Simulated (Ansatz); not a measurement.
Input

```
crystal:
  periodic: [false, false, false]
  atoms:
    - {symbol: B, position_ang: [-1.483907, -0.084844, -0.065060]}
    - {symbol: S, position_ang: [2.459707, 0.774177, -0.324038]}
    - {symbol: H, position_ang: [-2.649458, -0.347742, 0.010618]}
    - {symbol: H, position_ang: [-1.050888, 0.580776, -0.965099]}
    - {symbol: H, position_ang: [2.487867, -0.220781, -1.223980]}
    - {symbol: N, position_ang: [-0.611686, -0.554102, 0.898931]}
    - {symbol: H, position_ang: [1.375832, 1.326654, -0.892804]}
    - {symbol: H, position_ang: [-0.906684, -1.114509, 1.680477]}
    - {symbol: H, position_ang: [0.379217, -0.359630, 0.881056]}
basis:
  gaussian: {orbitals: def2-TZVPP}
hamiltonian: {xc: pbe0, dispersion: d4}
output: {orbitals: {seedname: orbitals}}
```

Command:

```sh
ansatz run in.yaml --threads 2 --pin off --events-out ev --progress --plain --max-ram 4352MiB
```

The product side of a reaction path; geometry: PBE0-D4/def2-TZVP.

The calculation used RKS PBE0-D4/def2-TZVPP (Ansatz).

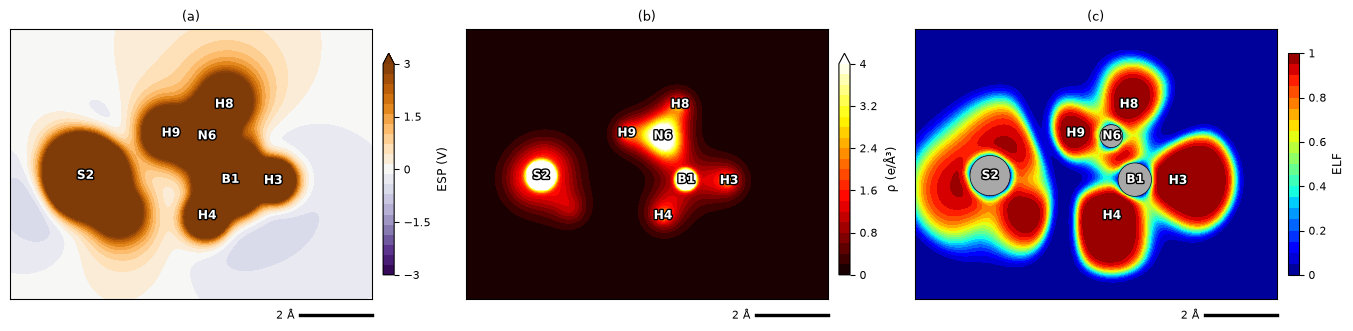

BH$_{4}$N···H$_{2}$S. (a) electrostatic potential; (b) electron density; (c) ELF on the plane of atoms H8, N6 and H9. Grey discs cover the atomic cores in the ELF map.

Question: What does the map show?

Answer: The plane passes through B, S, H and N nuclei.
S2···H9 (2.66 Å): the density falls to about 0.08 e/Å³ on the way; the ELF dips to about 0.05 between them (a non-bonded, intermolecular contact).
B–N (1.38 Å): ρ at the midpoint is about 2 e/Å³; the ELF peaks at about 0.90 between the atoms: a short, strongly polar bond.
N–H (1.01 Å): ρ is about 3 e/Å³ halfway; the ELF climbs to about 1 towards the hydrogen, as it does in any bond to H: an ordinary covalent bond to hydrogen.
B–H (1.20 Å): ρ is about 1.3 e/Å³ halfway; the ELF climbs to about 1 towards the hydrogen (a covalent bond by its length).
The ELF also peaks beside S2, away from the bonds: lone-pair regions.
Outside the dense part of the complex the potential is most negative (−0.7 V) near S2.
